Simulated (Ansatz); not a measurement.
System: Sn$_{2}$Pb$_{3}$S$_{5}$.

Input

```
crystal:
  lattice:
    - [2.1024984558, 1.2138780494, 17.1758761306]
    - [-2.1024984558, 1.2138780494, 17.1758761306]
    - [0.0, -2.4277560988, 17.1758761306]
  atoms:
    - { symbol: Sn, position: [0.8996551364, 0.8996551364, 0.8996551364] }
    - { symbol: Sn, position: [0.1003448636, 0.1003448636, 0.1003448636] }
    - { symbol: Pb, position: [0.7006902101, 0.7006902101, 0.7006902101] }
    - { symbol: Pb, position: [0.2993097899, 0.2993097899, 0.2993097899] }
    - { symbol: Pb, position: [0.5, 0.5, 0.5] }
    - { symbol: S, position: [0.401615075, 0.401615075, 0.401615075] }
    - { symbol: S, position: [0.0, 0.0, 0.0] }
    - { symbol: S, position: [0.598384925, 0.598384925, 0.598384925] }
    - { symbol: S, position: [0.2009023921, 0.2009023921, 0.2009023921] }
    - { symbol: S, position: [0.7990976079, 0.7990976079, 0.7990976079] }
basis:
  ecutwfc: 420
kpoints:
  mp_grid: { grid: [12, 12, 12] }
  band_path:
    path:
      - [[0.0, 0.0, 0.0], [0.5, 0.5, 0.5], [0.83000351, 0.16999649, 0.5]]
      - [[0.5, -0.16999649, 0.16999649], [0.5, 0.0, 0.0], [0.0, 0.0, 0.0], [0.33499824, -0.33499824, 0.0]]
      - [[0.66500176, 0.0, 0.33499824], [0.5, 0.0, 0.5], [0.0, 0.0, 0.0]]
    npoints: 14
hamiltonian:
  xc: pbe
scf:
  occupations: { method: gaussian, width: 0.01 }
  n_extra_bands: 25
output:
  forces: true
  stress: true
  eigenvalues: true
  populations: true
  dos: { projected: true, de: 0.02, nscf_kmesh: { grid: [15, 15, 15] } }
  bader: true
  write_density: true
  write_potential: true
  elf: true
  volumetric_format: npy
```

Launched as:

```sh
ansatz run input.yaml --threads 4 --pin off --max-ram 8192MiB --backend cpu --events-out ev --progress --plain --runs-dir out
```

Below, planes, directions and counts refer to the conventional cell (a = 4.20 Å, b = 4.20 Å, c = 51.53 Å, α = 90.00°, β = 90.00°, γ = 120.00°).

Space group R-3m; a structure generated by program, which may or may not match a known phase.

Level of theory: DFT PBE, scalar-relativistic, plane waves, PAW in Ansatz.

Question: What will maps of the valence pseudo-density and electron localisation function show?

Answer: Sn–S (2.94 Å): ρ at the midpoint is about 0.23 e/Å³; the ELF peaks at about 0.85 in the valence shell of S, 0.8 Å from its nucleus, and drops to about 0.30 between the two atoms.
Pb–S (2.99 Å): the density is about 0.21 e/Å³ at the midpoint; the ELF peaks at about 0.85 in the valence shell of S, 0.8 Å from its nucleus, and drops to about 0.20 between the two atoms.
Bader's partition of the density gives Sn +1.04, Pb +0.99 and S −1.01 e.

Question: How much charge does the calculation move between the atoms?

Answer: Electrons move from Sn and Pb towards S. Bader charges: Sn +1.04, Pb +0.99 and S −1.01 e.

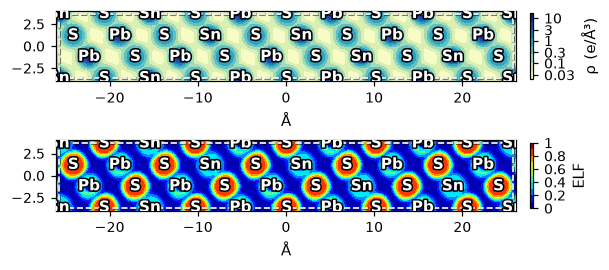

Computed valence pseudo-density and electron localisation function on the (110) plane of the conventional cell, in this order. 

The density is the valence pseudo-density of a PAW calculation; it isn't the true density close to the nuclei.
